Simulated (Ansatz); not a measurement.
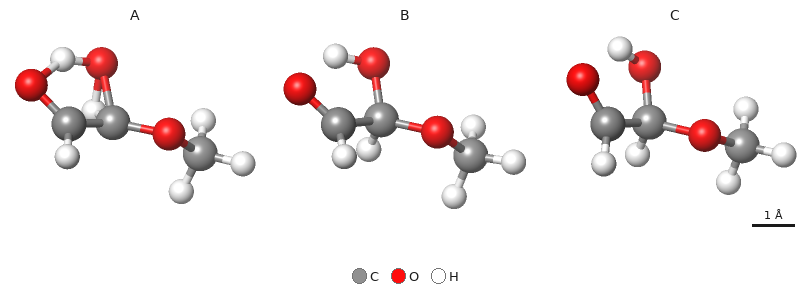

3 geometries from a converged minimum-energy path of C₃H₆O₃, shuffled. Style: ball-and-stick. Shown at a tilt.

Computed with RKS PBE0-D4/STO-3G (Ansatz 0.2.0). Settings: 7 movable images; climbing image; force threshold 0.05 eV/Å; iteration limit 27; starting path through a guess of the saddle point.

**Which of them lies highest in energy?**

A. In order along the path, whose images run from 0 to 8: C (image 1, +0.4 kcal/mol), B (image 3, +4.9 kcal/mol), A (image 5, +64.8 kcal/mol). Breaking: C–H (1.12 → 1.96 Å), H–O (1.04 → 1.72 Å). Forming: 2 H–O (1.75–2.11 → 1.02–1.04 Å).

Limits of the set-up: STO-3G is a minimal basis, so the numbers are rough.

The run took of the order of 9 core-minutes on a shared host.
